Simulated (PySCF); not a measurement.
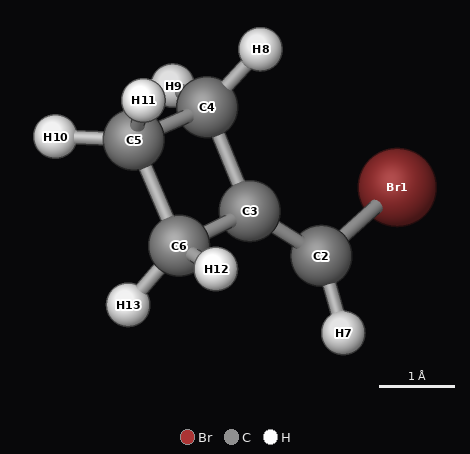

Fig. 1: The structure as given in the input (ball-and-stick view, seen at a tilt; atoms are numbered from 1 in the order of the input). Bond lengths as drawn: Br–C 1.90 Å, C–C 1.32 to 1.54 Å and C–H 1.08 to 1.09 Å.

# Excited-state calculation of C5H7Br

The run: excited-state calculation of C5H7Br, SMILES BrC=C1CCC1. Method and program: TDA PBE0/def2-SVPD, vertical, gas phase, core orbitals frozen in the response (PySCF 2.14.0).

The geometry comes from this level: GFN2-xTB. It belongs to a series of runs on one base structure; here: PBE0/def2-SVPD; 12 states, TDA; guess atom; conv 1e-08.

### The input
```
{"job": {"kind": "uv", "xc": "PBE0", "basis": "def2-SVPD", "nstates": 12, "ntriplets": 5, "tda": true, "scf": {"guess": "atom", "conv": 1e-08}}, "charge": 0, "multiplicity": 1}
Br     2.969273     1.464053     0.444122
C      1.944160    -0.042539    -0.104514
C      0.628958    -0.043838    -0.046163
C     -0.395817     0.958140     0.394974
C     -1.495866    -0.061787     0.042730
C     -0.415218    -1.065161    -0.404904
H      2.545099    -0.865320    -0.454921
H     -0.329988     1.229195     1.448276
H     -0.404323     1.874522    -0.194634
H     -2.164638     0.258158    -0.752340
H     -2.087110    -0.393630     0.892364
H     -0.362636    -1.983088     0.179119
H     -0.436283    -1.328218    -1.461837
```

The first line tells a small driver script what to run in PySCF; the rest is the geometry in Å.

Hardware: 1 CPU thread, shared host.

Launch command:
```bash
OMP_NUM_THREADS=1 python <driver script> task.json out
```

### Output
```
final grid: 106720 points
cycle   1  E = -2767.6007306244  dE =  1.911e+00  |g| = 1.007e+00  |ddm| = 8.139e+00
cycle   2  E = -2767.3051247761  dE =  2.956e-01  |g| = 1.424e+00  |ddm| = 4.629e+00
cycle   3  E = -2767.8700038333  dE = -5.649e-01  |g| = 1.935e-01  |ddm| = 3.501e+00
cycle   4  E = -2767.8766099584  dE = -6.606e-03  |g| = 1.104e-01  |ddm| = 6.088e-01
cycle   5  E = -2767.8794833363  dE = -2.873e-03  |g| = 2.764e-02  |ddm| = 2.499e-01
cycle   6  E = -2767.8796786161  dE = -1.953e-04  |g| = 7.656e-03  |ddm| = 6.725e-02
cycle   7  E = -2767.8796917031  dE = -1.309e-05  |g| = 1.202e-03  |ddm| = 2.238e-02
cycle   8  E = -2767.8796920517  dE = -3.485e-07  |g| = 3.554e-04  |ddm| = 3.987e-03
cycle   9  E = -2767.8796920771  dE = -2.541e-08  |g| = 7.118e-05  |ddm| = 1.216e-03
cycle  10  E = -2767.8796920782  dE = -1.153e-09  |g| = 2.510e-05  |ddm| = 2.713e-04
converged SCF energy = -2767.8796920782

Static polarisability (au): isotropic 80.744, principal 59.308 73.382 109.541

Singlet excitations
state   eV       nm        f      main configurations
  1   5.4864    226.0   0.00060   H->L+1 0.97
  2   6.3504    195.2   0.31611   H->L 0.89
  3   6.5009    190.7   0.00886   H->L+2 0.89, H->L+3 0.10
  4   6.5756    188.6   0.00001   H-1->L 0.99
  5   6.6722    185.8   0.00521   H-1->L+1 0.97
  6   6.9326    178.8   0.00194   H->L+3 0.88, H->L+2 0.09
  7   7.3613    168.4   0.00938   H->L+4 0.93
  8   7.4265    166.9   0.00145   H-2->L 0.92
  9   7.6462    162.2   0.00469   H->L+5 0.55, H-3->L+1 0.30
 10   7.6675    161.7   0.03707   H->L+6 0.91, H-3->L 0.08
 11   7.7919    159.1   0.00180   H-3->L+1 0.47, H->L+5 0.38, H->L+7 0.10
 12   7.8143    158.7   0.02433   H-1->L+2 0.62, H-1->L+3 0.28

Triplet excitations (Tamm-Dancoff, eV): 4.0035 4.9526 5.9368 6.4075 6.4624
```

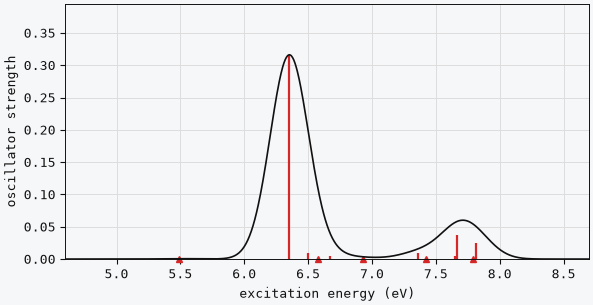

Fig. 2: Computed excitations as sticks (degenerate states added up, dark ones marked on the axis), with a Gaussian envelope of 0.35 eV full width at half maximum, scaled to the tallest. Of the 12 states the lowest lies at 5.49 eV (f = 0.001); the strongest line is at 6.35 eV, or 195 nm (f = 0.316).

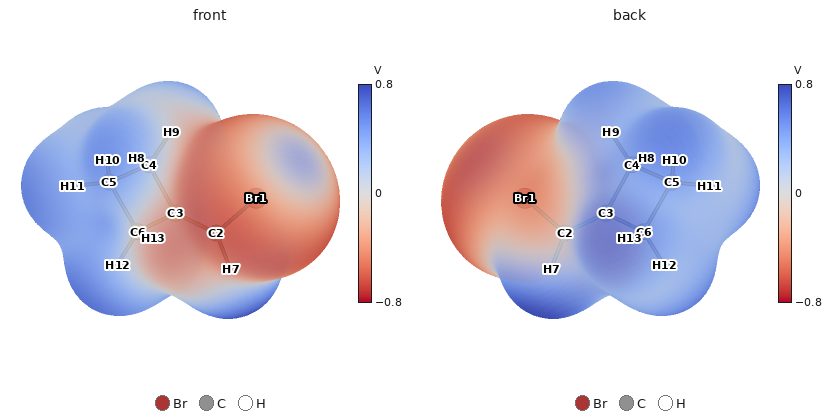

Fig. 3: The molecular electrostatic potential painted on the density surface at 0.001 e/bohr³, seen at a tilt and from behind; the colour scale runs from red (negative) to blue (positive). A positive charge is drawn to the negative regions and a negative charge to the positive ones. Its dipole moment is 2.25 D.

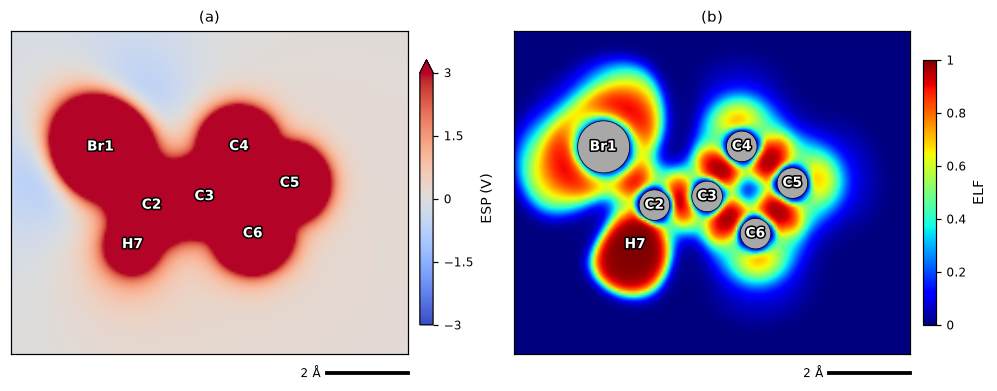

Fig. 4: (a) molecular electrostatic potential; (b) ELF on the plane of atoms C2, C3 and C6. Grey discs, where drawn, cover atomic cores. C–C (1.32 Å): the ELF peaks at about 0.95 between the atoms (a multiple bond by its length, whose ELF region spreads away from the axis). C–Br (1.90 Å): the ELF peaks at about 0.90 between the atoms (a shared electron pair). C–C (1.50 Å): the ELF peaks at about 0.95 between the atoms, which marks a shared electron pair.

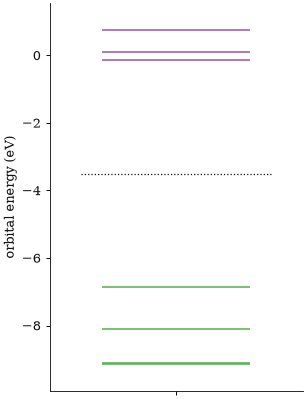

Fig. 5: Orbital energies near the frontier; the dotted line parts filled from empty levels, and levels within 0.02 eV of each other stand side by side. Highest filled −6.86 eV, lowest empty −0.15 eV, 6.71 eV apart.

### Key numbers

```tsv
quantity	value
outcome	converged
total energy	−2767.879692 hartree
HOMO	−6.86 eV
LUMO	−0.15 eV
dipole moment	2.25 D
mean polarisability	80.74 a.u.
lowest singlet excitation	5.49 eV
wall time	53 s
peak memory	0.75 GiB
```

### Remarks

Settings chosen away from the usual ones: PBE0/def2-SVPD; 12 states, TDA; guess atom; conv 1e-08. Spin–orbit coupling is left out, which matters for the heavy atoms.
